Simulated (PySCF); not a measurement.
## A study: Ag(NH3)Cl (AgClH₃N)

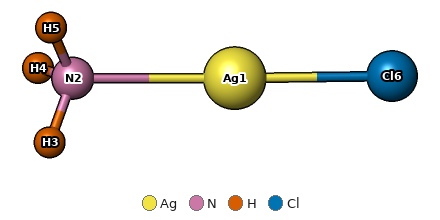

The molecule, with its atoms numbered as below. No frequency check shows the geometry to be a minimum.

Coordinates in Å:

```
Ag1     -0.1862   -0.0043    0.0000
N2      -2.4776    0.0138    0.0000
H3      -2.8513   -0.8572    0.3904
H4      -2.8509    0.0921   -0.9386
H5      -2.8506    0.7684    0.5480
Cl6      2.0380    0.0061   -0.0000
```

### 1. Bonding charge

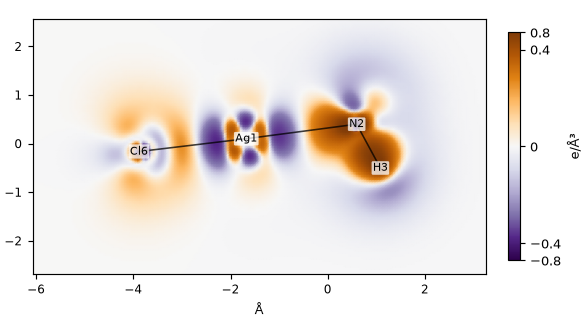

Deformation density (molecule less spherical, spin-averaged free atoms) in the plane of Ag1, N2, H3 and Cl6; colour scale in e/Å³, logarithmic beyond ±0.1; orange: gain, purple: loss.

Level of theory: CAM-B3LYP/def2-TZVP (PySCF), at a geometry from GFN2-xTB. Core potentials replace the inner electrons of Ag; spin–orbit coupling isn't included.

> How much density has each bond in this plane gained at its critical point, relative to the free atoms?

N2–H3: +0.82 e/Å³ at the bond critical point (bond length 1.02 Å, Mayer order 0.9). Ag1–Cl6: +0.03 e/Å³ at the bond critical point (bond length 2.22 Å, Mayer order 0.9); up to 0.6 Å beside the axis the gain reaches +0.09 e/Å³. Ag1–N2: 0.00 e/Å³ at the bond critical point (bond length 2.29 Å, Mayer order 0.3). In all, 1.3 electrons gather in the regions of gain relative to the promolecule. A small or negative value marks a very polar bond, one between electron-rich atoms, whose free-atom densities already overlap strongly, a long bond to a heavier atom, or a closed-shell contact such as a hydrogen bond.

### 2. Electrostatic potential

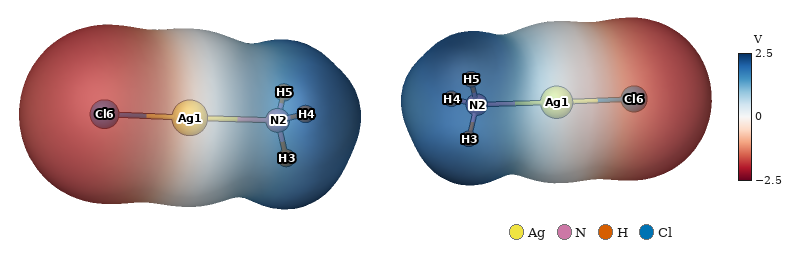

Electrostatic potential on the surface of electron density 0.001 a.u. (back view left, front view right).

> Where are the extremes of the potential on the surface?

Highest: 2.48 V, 1.2 Å from H3, and at like points elsewhere. Further maxima include −1.63 V, 2.1 Å from Cl6. Lowest: −1.79 V, 2.1 Å from Cl6, and at like points elsewhere. Further minima include 1.66 V, near H4 (1.79 Å), H3 (1.85 Å), H5 (1.92 Å) and N2 (1.97 Å). The surface is sampled at points, so like sites can differ by a few per cent and only the strongest of them is named.

> What volume does the surface enclose, and what is the dipole moment?

About 100 Å³; the dipole moment is 9.4 D.

### 3. Removing or adding an electron

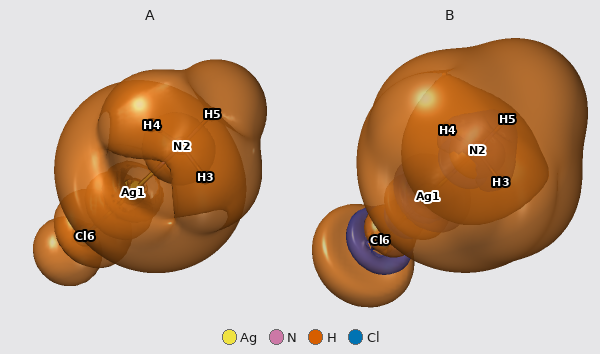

The Fukui function f⁺ from two separate SCF calculations and the density of the LUMO, at ±0.006 e/Å³ (orange positive, blue negative).

PySCF calculation, r2SCAN/def2-SVPD, gas phase; geometry: GFN2-xTB. Core potentials replace the inner electrons of Ag; spin–orbit coupling isn't included.

> Which panel is which, and how good is the frozen-orbital picture?

B is f⁺ (it has negative regions), A the LUMO density. The LUMO lies on Ag1 (46 %), N2 (13 %) and Cl6 (10 %); f⁺ (Hirshfeld-condensed) is largest on Ag1 (0.33); the vertical electron affinity is −0.12 eV (the stability of the anion's solution wasn't checked; negative: at this level and geometry the extra electron isn't bound, and the finite basis holds it). Relaxation shifts 22 % of the electron between atoms. The orbital energy is −1.50 eV.
